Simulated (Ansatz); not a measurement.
# C2H5ClOSi: up Jacob's ladder to CCSD(T), part 2 of 2

Ansatz 0.2.0, Gaussian basis; functionals in def2-TZVPP, the program's frozen cores in correlated methods.

## (14) CAM-B3LYP-D4 (range-separated)

Contents of in.yaml:

```yaml
crystal:
  periodic: [false, false, false]
  atoms:
    - {symbol: O, position_ang: [-0.507337, 0.656016, 1.608924]}
    - {symbol: C, position_ang: [0.297868, 0.277498, 0.568554]}
    - {symbol: Cl, position_ang: [2.044532, 0.303677, 0.974029]}
    - {symbol: C, position_ang: [-0.102562, -0.963570, -0.236034]}
    - {symbol: Si, position_ang: [-0.172585, 0.635874, -1.192935]}
    - {symbol: H, position_ang: [-0.496636, -0.043596, 2.275495]}
    - {symbol: H, position_ang: [-1.051638, -1.396394, 0.070939]}
    - {symbol: H, position_ang: [0.671925, -1.696306, -0.433523]}
    - {symbol: H, position_ang: [-1.497744, 1.223948, -1.474714]}
    - {symbol: H, position_ang: [0.897479, 0.951653, -2.157734]}
basis:
  gaussian: {orbitals: def2-TZVPP}
hamiltonian: {xc: {name: CAM-B3LYP}, dispersion: d4}
output: {orbitals: {seedname: orbitals}}
```

Run with:

```console
$ ansatz run in.yaml --threads 4 --pin off --events-out ev --progress --plain --max-ram 10444MiB
```

What it wrote, cut to the lines that bear on the results:

```text
Functional definition: CAM-B3LYP
  name "CAM-B3LYP"
  cite "Yanai, Tew & Handy, Chem. Phys. Lett. 393, 51 (2004) doi:10.1016/j.cplett.2004.06.011"
  cite "Iikura, Tsuneda, Yanai & Hirao, J. Chem. Phys. 115, 3540 (2001) doi:10.1063/1.1383587"
  cite "Becke, Phys. Rev. A 38, 3098 (1988) doi:10.1103/PhysRevA.38.3098"
  cite "Lee, Yang & Parr, Phys. Rev. B 37, 785 (1988) doi:10.1103/PhysRevB.37.785"
  cite "Vosko, Wilk & Nusair, Can. J. Phys. 58, 1200 (1980) doi:10.1139/p80-159"
[...]
  # Exact exchange under (alpha + beta erf(omega r))/r, Becke's under what is left of 1/r.
[...]
1410 factors; their error is unknown
321 factors; integrals over basis functions are off by at most 1.1e-5 eV
[...]
mean field -24602.33958606 eV, -904.1193037229 hartree, gradient 3.4e-5 eV, S^2 0.000000; 0 other end points of the search recorded, 0 dependent functions left out
reference -24602.33971681 eV, -904.1193085278 hartree; 28, 28 occupied and 219, 219 virtual orbitals, 1410 factors
Total energy: -24602.55037342 eV, -904.1270500155 hartree
```

Wall time 3.3 s (4 threads of Arm Neoverse V1, shared host); peak memory 0.73 GiB.

Atomisation energy: 36.535 eV (free atoms -24566.015 eV, run apart). HOMO -8.46 eV, LUMO 0.63 eV.

## (15) LC-ωPBE (range-separated)

Edit in.yaml of step 14 so:

```diff
@@ -15,3 +15,3 @@
   gaussian: {orbitals: def2-TZVPP}
-hamiltonian: {xc: {name: CAM-B3LYP}, dispersion: d4}
+hamiltonian: {xc: {name: LC-wPBE}}
 output: {orbitals: {seedname: orbitals}}
```

The command is unchanged.

What it wrote, cut to the lines that bear on the results:

```text
Functional definition: LC-wPBE
  name "LC-wPBE"
  cite "Vydrov & Scuseria, J. Chem. Phys. 125, 234109 (2006) doi:10.1063/1.2409292"
  cite "Heyd & Scuseria, J. Chem. Phys. 120, 7274 (2004) doi:10.1063/1.1668634"
  cite "Ernzerhof & Perdew, J. Chem. Phys. 109, 3313 (1998) doi:10.1063/1.476928"
  cite "Perdew, Burke & Ernzerhof, Phys. Rev. Lett. 77, 3865 (1996) doi:10.1103/PhysRevLett.77.3865"
  parent pbe
[...]
1388 factors; their error is unknown
405 factors; integrals over basis functions are off by at most 2.8e-5 eV
[...]
mean field -24595.25625317 eV, -903.8589960404 hartree, gradient 3.2e-5 eV, S^2 0.000000; 0 other end points of the search recorded, 0 dependent functions left out
reference -24595.25625317 eV, -903.8589960406 hartree; 28, 28 occupied and 219, 219 virtual orbitals, 1388 factors
Total energy: -24595.25625317 eV, -903.8589960406 hartree
```

Wall time 2.5 s (4 threads of Arm Neoverse V1, shared host); peak memory 0.47 GiB.

Atomisation energy: 36.443 eV (free atoms -24558.813 eV, run apart). HOMO -9.77 eV, LUMO 1.77 eV.

## (16) ωB97X-V (range-separated)

Edit in.yaml of step 15 so:

```diff
@@ -15,3 +15,3 @@
   gaussian: {orbitals: def2-TZVPP}
-hamiltonian: {xc: {name: LC-wPBE}}
+hamiltonian: {xc: {name: wB97X-V}}
 output: {orbitals: {seedname: orbitals}}
```

Launched as before.

What it wrote, cut to the lines that bear on the results:

```text
Functional definition: wB97X-V
  name "wB97X-V"
  cite "Mardirossian & Head-Gordon, Phys. Chem. Chem. Phys. 16, 9904 (2014) doi:10.1039/C3CP54374A"
  cite "Becke, J. Chem. Phys. 107, 8554 (1997) doi:10.1063/1.475007"
  cite "Vydrov & Van Voorhis, J. Chem. Phys. 133, 244103 (2010) doi:10.1063/1.3521275"
[...]
      + integral(e_c_pw_opposite_spin*poly(b97_u_opposite, cos0, cos1)) + vv10(b, c)
1407 factors; their error is unknown
303 factors; integrals over basis functions are off by at most 1.7e-5 eV
[...]
mean field -24599.37105342 eV, -904.0102121605 hartree, gradient 2.3e-5 eV, S^2 0.000000; 0 other end points of the search recorded, 0 dependent functions left out
reference -24599.37105141 eV, -904.0102120866 hartree; 28, 28 occupied and 219, 219 virtual orbitals, 1407 factors
Total energy: -24599.37105141 eV, -904.0102120866 hartree
```

Wall time 7.5 s (4 threads of Arm Neoverse V1, shared host); peak memory 0.78 GiB.

Atomisation energy: 36.717 eV (free atoms -24562.654 eV, run apart). HOMO -9.44 eV, LUMO 1.64 eV.

## (17) ωB97M-V (range-separated)

Edit in.yaml of step 16 so:

```diff
@@ -15,3 +15,3 @@
   gaussian: {orbitals: def2-TZVPP}
-hamiltonian: {xc: {name: wB97X-V}}
-output: {orbitals: {seedname: orbitals}}
+hamiltonian: {xc: {name: wB97M-V}}
+output: {forces: true, orbitals: {seedname: orbitals}}
```

Same command.

What it wrote:

```text
Functional definition: wB97M-V
  name "wB97M-V"
  cite "Mardirossian & Head-Gordon, J. Chem. Phys. 144, 214110 (2016) doi:10.1063/1.4952647"
  cite "Becke, J. Chem. Phys. 107, 8554 (1997) doi:10.1063/1.475007"
  cite "Vydrov & Van Voorhis, J. Chem. Phys. 133, 244103 (2010) doi:10.1063/1.3521275"
  # Of w^i u^j: cxij and so on, Table III.
  parameter omega = 0.3/bohr
  parameter cx = 0.15
  parameter cx01 = 1.007
  parameter cx10 = 0.259
  parameter css00 = 0.443
  parameter css04 = -1.437
  parameter css10 = -4.535
  parameter css20 = -3.390
  parameter css43 = 4.278
  parameter cos00 = 1.000
  parameter cos10 = 1.358
  parameter cos20 = 2.924
  parameter cos21 = -8.812
  parameter cos60 = -1.390
  parameter cos61 = 9.142
  parameter b = 6.0
  parameter c = 0.01
  gx(w, u) = 1 - cx + cx01*u + cx10*w
  gss(w, u) = css00 + css04*u^4 + css10*w + css20*w^2 + css43*w^4*u^3
  gos(w, u) = cos00 + cos10*w + (cos20 + cos21*u)*w^2 + (cos60 + cos61*u)*w^6
  exchange = spin_sum(e_x_unif_sr(omega)*gx(b97_w, b97_u_x)) + cx*exact_x_sr(omega) + exact_x_lr(omega)
  correlation = spin_sum(e_c_pw_mod_same_spin*gss(b97_w, b97_u_same))
      + integral(e_c_pw_mod_opposite_spin*gos(b97_w_opposite, b97_u_opposite)) + vv10(b, c)
1407 factors; their error is unknown
303 factors; integrals over basis functions are off by at most 1.7e-5 eV
mean field evaluation 1: about -24595.9044 eV, gradient 5.0e1 eV
mean field evaluation 2: about -24596.7751 eV, gradient 4.7e1 eV
mean field evaluation 4: about -24600.9053 eV, gradient 2.2e0 eV
mean field evaluation 8: about -24600.9254 eV, gradient 4.7e-2 eV
mean field evaluation 16: about -24600.9346 eV, gradient 2.6e-4 eV
mean field -24600.93459228 eV, -904.0676711539 hartree, gradient 7.4e-5 eV, S^2 0.000000; 0 other end points of the search recorded, 0 dependent functions left out
the calculation of the forces begins
reference -24600.93464101 eV, -904.0676729448 hartree; 28, 28 occupied and 219, 219 virtual orbitals, 1407 factors
Total energy: -24600.93464101 eV, -904.0676729448 hartree
Atom 0 at    -0.507337     0.656016     1.608924 Å, force    -0.191135     0.002140     0.320045 eV/Å
Atom 1 at     0.297868     0.277498     0.568554 Å, force     0.136151     0.050050    -0.344342 eV/Å
Atom 2 at     2.044532     0.303677     0.974029 Å, force     0.066970    -0.010853     0.028602 eV/Å
Atom 3 at    -0.102562    -0.963570    -0.236034 Å, force    -0.056333    -0.152204    -0.093415 eV/Å
Atom 4 at    -0.172585     0.635874    -1.192935 Å, force    -0.013450     0.057804    -0.062010 eV/Å
Atom 5 at    -0.496636    -0.043596     2.275495 Å, force    -0.004694     0.061669    -0.044685 eV/Å
Atom 6 at    -1.051638    -1.396394     0.070939 Å, force     0.073861     0.037379    -0.005996 eV/Å
Atom 7 at     0.671925    -1.696306    -0.433523 Å, force    -0.049544     0.061599     0.037485 eV/Å
Atom 8 at    -1.497744     1.223948    -1.474714 Å, force     0.165898    -0.070517     0.043228 eV/Å
Atom 9 at     0.897479     0.951653    -2.157734 Å, force    -0.127723    -0.037067     0.121088 eV/Å
Dipole moment:    -0.288789    -0.271397    -0.185037 e Å
```

Run time: 11 s. Hardware: 4 threads of Arm Neoverse V1, shared host; peak memory 0.93 GiB.

Atomisation energy: 36.722 eV (free atoms -24564.213 eV, run apart). HOMO -9.30 eV, LUMO 1.36 eV.

## (18) B2PLYP (double hybrid)

Edit in.yaml of step 17 so:

```diff
@@ -15,3 +15,2 @@
   gaussian: {orbitals: def2-TZVPP}
-hamiltonian: {xc: {name: wB97M-V}}
-output: {forces: true, orbitals: {seedname: orbitals}}
+hamiltonian: {xc: {name: B2PLYP}}
```

The command is unchanged.

What it wrote, cut to the lines that bear on the results:

```text
Functional definition: B2PLYP
  name "B2PLYP"
  cite "Grimme, J. Chem. Phys. 124, 034108 (2006) doi:10.1063/1.2148954"
  cite "Becke, Phys. Rev. A 38, 3098 (1988) doi:10.1103/PhysRevA.38.3098"
  cite "Lee, Yang & Parr, Phys. Rev. B 37, 785 (1988) doi:10.1103/PhysRevB.37.785"
[...]
1470 factors; integrals over basis functions are off by at most 9.4e-4 eV
[...]
mean field -24585.63379468 eV, -903.5053772135 hartree, gradient 3.1e-6 eV, S^2 0.000000; 0 other end points of the search recorded, 0 dependent functions left out
13 core orbitals not correlated: weight in the atoms' cores, before any rotation towards them, 1.000 or more for the frozen orbitals, at most 0.000 for the correlated occupied ones
reference -24585.63396544 eV, -903.5053834888 hartree; 15, 15 occupied and 219, 219 virtual orbitals, 1470 factors
second order -29.33744744 eV of doubles, -0.00000000 eV of singles
Total energy: -24593.55507625 eV, -903.7964789419 hartree
```

It took 5.5 s on 4 threads of Arm Neoverse V1, shared host; peak memory 0.66 GiB.

With the free atoms at this level, -24557.578 eV in sum, the atomisation energy is 35.977 eV.

## (19) PBE-QIDH (double hybrid)

Edit in.yaml of step 18 so:

```diff
@@ -15,2 +15,2 @@
   gaussian: {orbitals: def2-TZVPP}
-hamiltonian: {xc: {name: B2PLYP}}
+hamiltonian: {xc: {name: PBE-QIDH}}
```

Same command.

What it wrote, cut to the lines that bear on the results:

```text
Functional definition: PBE-QIDH
  name "PBE-QIDH"
  cite "Brémond, Sancho-García, Pérez-Jiménez & Adamo, J. Chem. Phys. 141, 031101 (2014) doi:10.1063/1.4890314"
  cite "Perdew, Burke & Ernzerhof, Phys. Rev. Lett. 77, 3865 (1996) doi:10.1103/PhysRevLett.77.3865"
[...]
1470 factors; integrals over basis functions are off by at most 9.4e-4 eV
[...]
mean field -24577.26492465 eV, -903.1978269122 hartree, gradient 2.5e-6 eV, S^2 0.000000; 0 other end points of the search recorded, 0 dependent functions left out
13 core orbitals not correlated: weight in the atoms' cores, before any rotation towards them, 1.000 or more for the frozen orbitals, at most 0.000 for the correlated occupied ones
reference -24577.26493744 eV, -903.1978273825 hartree; 15, 15 occupied and 219, 219 virtual orbitals, 1470 factors
second order -27.20494293 eV of doubles, -0.00000000 eV of singles
Total energy: -24586.33325175 eV, -903.5310817867 hartree
```

Wall time 5.5 s (4 threads of Arm Neoverse V1, shared host); peak memory 0.66 GiB.

With the free atoms at this level, -24549.958 eV in sum, the atomisation energy is 36.376 eV.

## (20) Orbital energies across the functionals

Dipoles come from the runs that computed forces. Levels are read from the orbital files that the runs wrote:

```csv
functional,HOMO (eV),LUMO (eV),gap (eV),dipole (D)
LDA (SPW92),-6.09,-1.38,4.71,
PBE-D4,-5.96,-1.19,4.76,2.02
revPBE-D4,-5.90,-1.12,4.78,
BLYP-D4,-5.83,-1.09,4.74,
r2SCAN-D4,-6.18,-0.94,5.24,2.14
B97M-V,-6.27,-1.05,5.22,
PBE0-D4,-7.14,-0.35,6.79,
B3LYP-D4,-6.94,-0.58,6.36,2.10
r2SCANh-D4,-6.62,-0.63,5.99,
r2SCAN0-D4,-7.28,-0.19,7.10,
HSE06-D4,-6.74,-0.72,6.02,
BHLYP-D4,-8.22,0.49,8.71,
CAM-B3LYP-D4,-8.46,0.63,9.09,
LC-ωPBE,-9.77,1.77,11.54,
ωB97X-V,-9.44,1.64,11.08,
ωB97M-V,-9.30,1.36,10.66,2.10
```

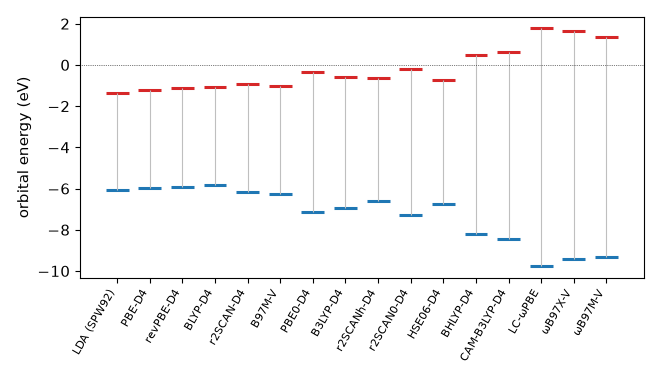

Highest occupied (blue) and lowest empty (red) level by functional.

## (21) CCSD(T) in def2-SVP

Edit in.yaml of step 19 so:

```diff
@@ -14,3 +14,3 @@
 basis:
-  gaussian: {orbitals: def2-TZVPP}
-hamiltonian: {xc: {name: PBE-QIDH}}
+  gaussian: {orbitals: def2-SVP}
+correlation: {method: ccsd_t}
```

The command is unchanged.

What it wrote, cut to the lines that bear on the results:

```text
Functional definition: HF
  name "HF"
  cite "Fock, Z. Phys. 61, 126 (1930) doi:10.1007/BF01340294"
  parent pbe
[...]
1006 factors; integrals over basis functions are off by at most 1.1e-3 eV
[...]
mean field -24531.59096208 eV, -901.5193397469 hartree, gradient 2.1e-6 eV, S^2 0.000000; 0 other end points of the search recorded, 0 dependent functions left out
13 core orbitals not correlated: weight in the atoms' cores, before any rotation towards them, 1.000 or more for the frozen orbitals, at most 0.000 for the correlated occupied ones
reference -24531.59096208 eV, -901.5193397469 hartree; 15, 15 occupied and 75, 75 virtual orbitals, 1006 factors
second order -18.86712478 eV of doubles, -0.00000000 eV of singles
cycle   1  -19.57438301 eV  change   -7.1e-1 eV  update   9.8e-2
[...]
cycle   9  -20.18709682 eV  change   -2.2e-5 eV  update   2.5e-5
perturbative correction -0.61140273 eV, -0.0224686358 hartree
Total energy: -24552.38946163 eV, -902.2836705076 hartree
```

It took 3.7 s on 4 threads of Arm Neoverse V1, shared host; peak memory 0.43 GiB.

## (22) CCSD(T) in def2-TZVPP

Edit in.yaml of step 21 so:

```diff
@@ -14,3 +14,4 @@
 basis:
-  gaussian: {orbitals: def2-SVP}
+  gaussian: {orbitals: def2-TZVPP}
 correlation: {method: ccsd_t}
+output: {orbitals: {seedname: orbitals}}
```

Same command.

What it wrote, cut to the lines that bear on the results:

```text
Functional definition: HF
  name "HF"
  cite "Fock, Z. Phys. 61, 126 (1930) doi:10.1007/BF01340294"
  parent pbe
[...]
1470 factors; integrals over basis functions are off by at most 9.4e-4 eV
[...]
mean field -24543.66879457 eV, -901.9631919041 hartree, gradient 1.8e-6 eV, S^2 0.000000; 0 other end points of the search recorded, 0 dependent functions left out
13 core orbitals not correlated: weight in the atoms' cores, before any rotation towards them, 1.000 or more for the frozen orbitals, at most 0.000 for the correlated occupied ones
reference -24543.66879457 eV, -901.9631919041 hartree; 15, 15 occupied and 219, 219 virtual orbitals, 1470 factors
second order -24.10000577 eV of doubles, -0.00000000 eV of singles
cycle   1  -24.54863048 eV  change   -4.5e-1 eV  update   1.1e-1
[...]
cycle   9  -25.27773528 eV  change   -3.4e-5 eV  update   3.5e-5
perturbative correction -1.10560552 eV, -0.0406302534 hartree
Total energy: -24570.05213537 eV, -902.9327617953 hartree
```

It took 2 min on 4 threads of Arm Neoverse V1, shared host; peak memory 5 GiB.

## (23) MP2 in def2-QZVPP

Edit in.yaml of step 22 so:

```diff
@@ -14,4 +14,3 @@
 basis:
-  gaussian: {orbitals: def2-TZVPP}
-correlation: {method: ccsd_t}
-output: {orbitals: {seedname: orbitals}}
+  gaussian: {orbitals: "def2-QZVPP.json"}
+correlation: {method: mp2}
```

Launched as before.

What it wrote:

```text
Functional definition: HF
  name "HF"
  cite "Fock, Z. Phys. 61, 126 (1930) doi:10.1007/BF01340294"
  parent pbe
  exchange = exact_x
  correlation = 0
2762 factors; integrals over basis functions are off by at most 8.2e-4 eV
mean field evaluation 1: about -24540.4178 eV, gradient 3.9e1 eV
mean field evaluation 2: about -24540.6012 eV, gradient 3.9e1 eV
mean field evaluation 4: about -24544.3784 eV, gradient 4.3e0 eV
mean field evaluation 8: about -24544.4522 eV, gradient 3.5e-1 eV
mean field evaluation 16: about -24544.4529 eV, gradient 1.7e-6 eV
mean field -24544.45289272 eV, -901.9920069797 hartree, gradient 1.7e-6 eV, S^2 0.000000; 0 other end points of the search recorded, 0 dependent functions left out
13 core orbitals not correlated: weight in the atoms' cores, before any rotation towards them, 1.000 or more for the frozen orbitals, at most 0.000 for the correlated occupied ones
reference -24544.45289272 eV, -901.9920069797 hartree; 15, 15 occupied and 433, 433 virtual orbitals, 2762 factors
second order -25.99708493 eV of doubles, -0.00000000 eV of singles
Total energy: -24570.44997765 eV, -902.9473822294 hartree
```

Wall time 20 s (4 threads of Arm Neoverse V1, shared host); peak memory 2.9 GiB.

The pieces so far (eV):

```csv
basis,HF,MP2 correlation,CCSD correlation,(T),total
def2-SVP,-24531.5910,-18.8671,-20.1871,-0.6114,-24552.3895
def2-TZVPP,-24543.6688,-24.1000,-25.2777,-1.1056,-24570.0521
def2-QZVPP,-24544.4529,-25.9971,,,-24570.4500 (MP2)
```

The report of the def2-TZVPP run gives T1 = 0.0119.

## (24) The basis-set limit

This step is arithmetic on the last runs, with X = 3 and 4: exp(−7.88√X) for Hartree-Fock, X^−2.97 for correlation; only MP2 was run in the larger set, so CCSD(T) minus MP2 is added from the smaller one.

```csv
level,energy at the limit (eV)
HF,-24544.5609
MP2,-24571.9632
CCSD,-24573.1410
CCSD(T),-24574.2466
```

## (25) RPA on PBE orbitals

Edit in.yaml of step 23 so:

```diff
@@ -14,3 +14,4 @@
 basis:
-  gaussian: {orbitals: "def2-QZVPP.json"}
-correlation: {method: mp2}
+  gaussian: {orbitals: def2-TZVPP}
+hamiltonian: {xc: pbe}
+correlation: {method: rpa}
```

The command is unchanged.

What it wrote, cut to the lines that bear on the results:

```text
Functional definition: PBE
  name "PBE"
  cite "Perdew, Burke & Ernzerhof, Phys. Rev. Lett. 77, 3865 (1996) doi:10.1103/PhysRevLett.77.3865"
  parent pbe
[...]
1470 factors; integrals over basis functions are off by at most 9.4e-4 eV
[...]
mean field -24589.62498525 eV, -903.6520507615 hartree, gradient 5.3e-6 eV, S^2 0.000000; 0 other end points of the search recorded, 0 dependent functions left out
13 core orbitals not correlated: weight in the atoms' cores, before any rotation towards them, 1.000 or more for the frozen orbitals, at most 0.000 for the correlated occupied ones
reference -24541.99058707 eV, -901.9015189160 hartree; 15, 15 occupied and 219, 219 virtual orbitals, 1470 factors
Total energy: -24581.38547746 eV, -903.3492544350 hartree
```

Wall time 4.6 s (4 threads of Arm Neoverse V1, shared host); peak memory 0.6 GiB.

RPA correlation: -39.395 eV. No RPA run of the hydrogen atom was made, so RPA has no atomisation energy below.

## (26) All levels against the reference

Free atoms (1 O, 2 C, 1 Cl, 1 Si, 5 H) were run apart at each level; the atomisation energy is their sum less the molecule, without zero-point or spin-orbit terms.

Differences are taken before rounding.

```csv
method,rung,"atoms, summed (eV)",atomisation energy (eV),from CCSD(T)/CBS (eV),time
LDA (SPW92),LDA,-24454.661,42.695,+6.150,1.2 s
PBE-D4,GGA,-24552.317,37.555,+1.009,2.5 s
revPBE-D4,GGA,-24562.755,36.563,+0.017,2 s
BLYP-D4,GGA,-24566.271,36.382,-0.164,2 s
r2SCAN-D4,meta-GGA,-24563.236,36.768,+0.222,4.7 s
B97M-V,meta-GGA,-24561.222,36.705,+0.159,8.5 s
PBE0-D4,hybrid,-24555.050,36.747,+0.201,3 s
B3LYP-D4,hybrid,-24568.755,36.364,-0.182,4.6 s
r2SCANh-D4,hybrid,-24563.206,36.483,-0.063,5 s
r2SCAN0-D4,hybrid,-24563.173,36.077,-0.469,4.8 s
HSE06-D4,hybrid,-24554.400,36.780,+0.234,3.1 s
BHLYP-D4,hybrid,-24566.397,35.111,-1.435,3.1 s
CAM-B3LYP-D4,range-separated,-24566.015,36.535,-0.011,3.3 s
LC-ωPBE,range-separated,-24558.813,36.443,-0.103,2.5 s
ωB97X-V,range-separated,-24562.654,36.717,+0.171,7.5 s
ωB97M-V,range-separated,-24564.213,36.722,+0.176,11 s
B2PLYP,double hybrid,-24557.578,35.977,-0.569,5.5 s
PBE-QIDH,double hybrid,-24549.958,36.376,-0.170,5.5 s
HF/def2-TZVPP,wavefunction,-24518.203,25.466,-11.080,
MP2/def2-TZVPP,wavefunction,-24531.492,36.277,-0.269,
CCSD/def2-TZVPP,wavefunction,-24534.195,34.751,-1.794,
CCSD(T)/def2-SVP,wavefunction,-24518.173,34.217,-2.329,3.7 s
CCSD(T)/def2-TZVPP,wavefunction,-24534.608,35.445,-1.101,2 min
MP2/CBS,wavefunction,-24534.585,37.378,+0.832,
CCSD(T)/CBS,wavefunction,-24537.701,36.546,0,2.3 min
```

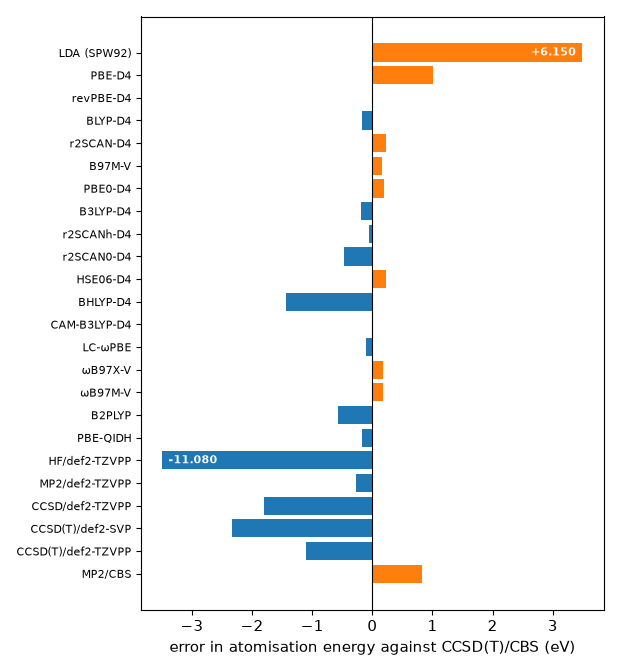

How far each level lands from CCSD(T)/CBS. Bars with a number in them are cut short.

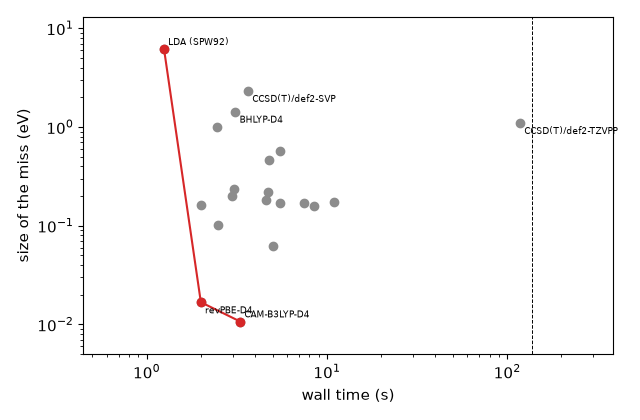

Accuracy for the time spent; red marks the levels that beat every quicker one drawn (of those quicker than the yardstick), and the dashed line is the time of CCSD(T)/CBS. Only those levels and the largest misses are named. Times are from a shared host.

LDA (SPW92), LC-ωPBE, B2PLYP, PBE-QIDH carry no dispersion term (for B3LYP, D4 adds 0.402 eV).

Times are those of the molecule's run; HF, MP2 and CCSD come out of the CCSD(T) runs, and the limit's time is the sum of the runs that it needs.

## (27) What came out

The summary covers parts 1 to 2.

| quantity | value |
| --- | --- |
| atomisation energy, CCSD(T)/CBS | 36.546 eV |
| functionals within 0.183 eV (0.5 %) | revPBE-D4, BLYP-D4, B97M-V, B3LYP-D4, r2SCANh-D4, CAM-B3LYP-D4, LC-ωPBE, ωB97X-V, ωB97M-V, PBE-QIDH |
| farthest beyond LDA | BHLYP-D4 (-1.435 eV) |
| mean size of error, GGA | 0.397 eV |
| mean size of error, meta-GGA | 0.190 eV |
| mean size of error, hybrid | 0.431 eV |
| mean size of error, range-separated | 0.115 eV |
| mean size of error, double hybrid | 0.370 eV |
| gap, smallest and largest | 4.71 eV (LDA (SPW92)), 11.54 eV (LC-ωPBE) |
| T1 diagnostic | 0.0119 |
| triples share of the correlation energy | 4.2 % |

In words: The LDA atomisation energy is off by 6.150 eV (17 %): it overbinds. PBE-D4 misses by +1.009 eV. Double hybrids carry the basis error of their MP2 part in triple zeta, and no dispersion term here, so their miss is partly the set-up's. Taken by rung, range-separated functionals do best (0.115 eV on average) and hybrid ones worst beyond LDA (0.431 eV). GGA functionals lie within the reference's doubt of that worst mean (0.397 eV), so those two tie. The gap between the best rungs is small, so their order is not settled. The mean of the hybrids holds BHLYP, with half exact exchange. Misses under about 0.183 eV are within the doubt on the reference itself, which lacks core-valence correlation, relativity and higher excitations. Hartree-Fock recovers 70 % of the binding; the rest is correlation. CCSD(T) in def2-SVP is off by -2.329 eV, which most functionals beat. Orbital gaps span 4.7 to 11.5 eV; exact exchange widens them.

CAM-B3LYP-D4 reaches 0.011 eV from the reference in 3.3 s, where CCSD(T)/CBS took 2.3 min; the quickest level in the cost chart, LDA (SPW92), takes 1.2 s and misses by 6.150 eV.
